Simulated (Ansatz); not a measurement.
```xyz
8
Lattice="6.2153 0.0000 0.0000 -3.1077 5.3826 0.0000 0.0000 0.0000 4.6290" Properties=species:S:1:pos:R:3 pbc="T T T"
Ta    3.1077    0.0000    0.0000
Ta   -1.5538    2.6913    0.0000
Ta    1.5538    2.6913    0.0000
S     3.1077    0.0000    2.3145
S    -1.5538    2.6913    2.3145
S     1.5538    2.6913    2.3145
S     0.0000    0.0000    3.3013
S     0.0000    0.0000    1.3277
```

Space group P6/mmm; a structure generated by program, which may or may not match a known phase; computed without spin polarisation.

Theory: DFT PBE, scalar-relativistic, plane waves, PAW in Ansatz 0.2.0.

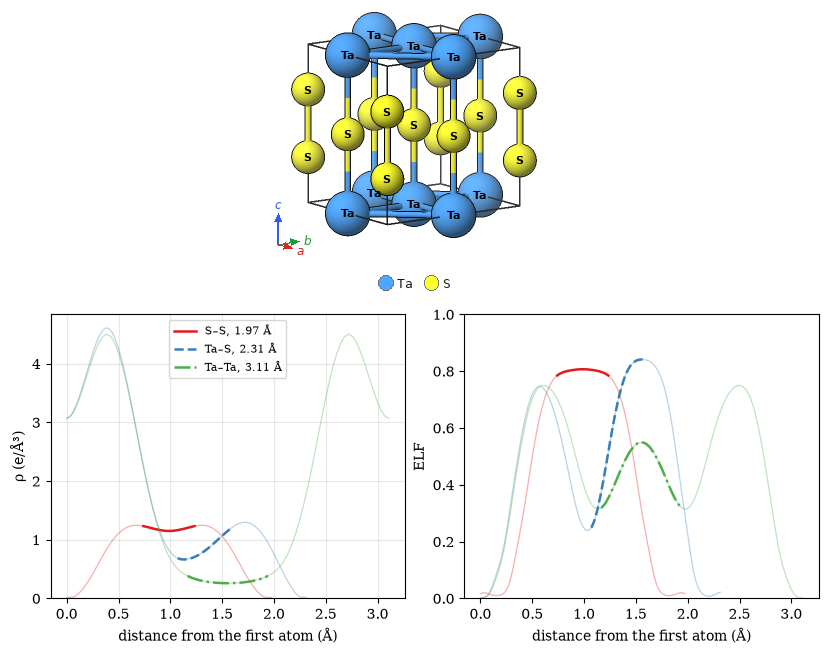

Ta₃S₅. Valence pseudo-density and electron localisation function along straight lines between neighbouring atoms. Thin, pale parts lie inside the atomic spheres. The structure is drawn too.

Core electrons are frozen (PAW), and the valence fields are smoothed inside the atomic spheres.

Q: Compare the contacts.

A: S–S (1.97 Å): the density is about 1.2 e/Å³ at the midpoint; the ELF peaks at about 0.80 between the atoms.
Ta–S (2.31 Å): ρ at the midpoint is about 0.67 e/Å³; the ELF peaks at about 0.85 in the valence shell of S, 0.8 Å from its nucleus, and is about 0.35 at the midpoint.
Ta–Ta (3.11 Å): the density is about 0.26 e/Å³ at the midpoint; the ELF reaches about 0.55 near the midpoint.
